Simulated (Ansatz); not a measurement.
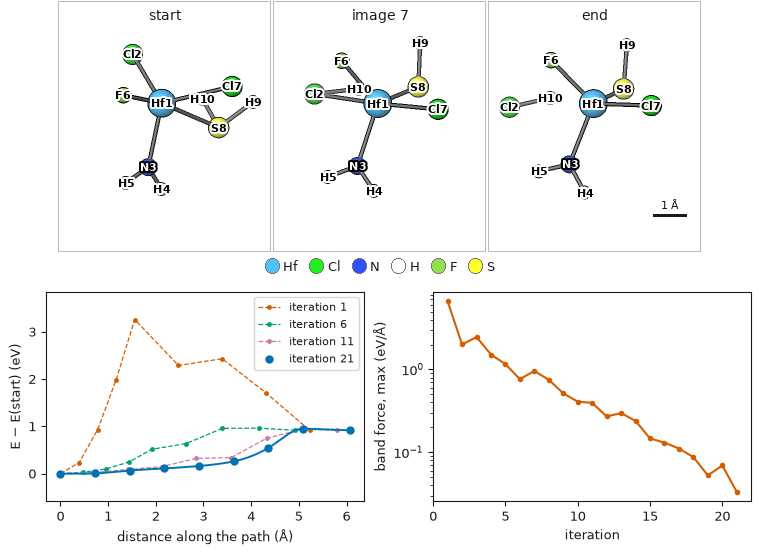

A nudged-elastic-band calculation for HfNH4SCl2F. Images are numbered from 0 (start) to 8 (end). The plot follows the band through its iterations. Style: ball-and-stick. Shown from a free direction.

All numbers below come from RKS PBE0-D4/def2-SVP (Ansatz). Run with 7 movable images; climbing image; force threshold 0.05 eV/Å; iteration limit 60; starting path through a guess of the saddle point.

Question: How did the profile develop, and is the result final?

Answer: The result is final at these settings. The band converged in 21 iterations. The largest component of the band force went from 6.7 to 0.033 eV/Å. The climbing image converged on the top of the path. Its vibrational analysis gives one imaginary mode (141i cm⁻¹), as a transition state must have. The first iteration put the highest image at 3.26 eV. The highest point, image 7, lies 0.95 eV above the start and 0.03 eV above the end; the end is at +0.92 eV relative to the start.

The run took 6.7 min on 4 threads of Intel(R) Xeon(R) Platinum 8488C (Sapphire Rapids), on a shared host, peak memory 0.4 GiB.
